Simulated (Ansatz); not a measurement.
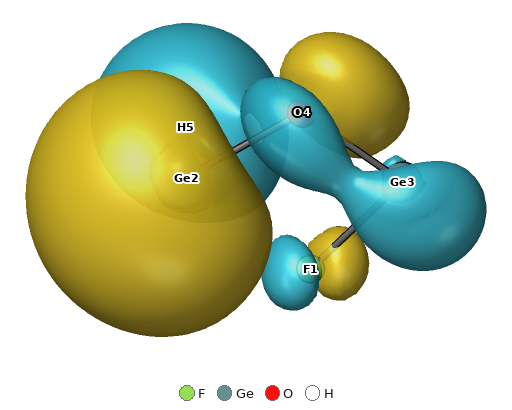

*FGe2HO. One frontier orbital at ±0.06 Å⁻³ᐟ² (yellow and cyan are the two phases), seen at a tilt.*

Geometry: B3LYP-D3(BJ)/def2-SVP.

Level of theory: isolated molecule in a Gaussian basis; Kohn-Sham density functional theory, functional PBE0 (Ansatz).

```xyz
5

F    -0.8489   -0.7805   -0.4515
Ge    0.4631   -0.1126    1.2223
Ge   -0.1525    0.5582   -1.6054
O     0.8189    1.0568   -0.2521
H    -0.7694    0.7664    1.7770
```

Which orbital is it: HOMO or LUMO?

The HOMO, at −6.52 eV. Its weight (Hirshfeld) is mainly on Ge2 (about 65 %), H5 (about 20 %) and O4 (about 10 %).
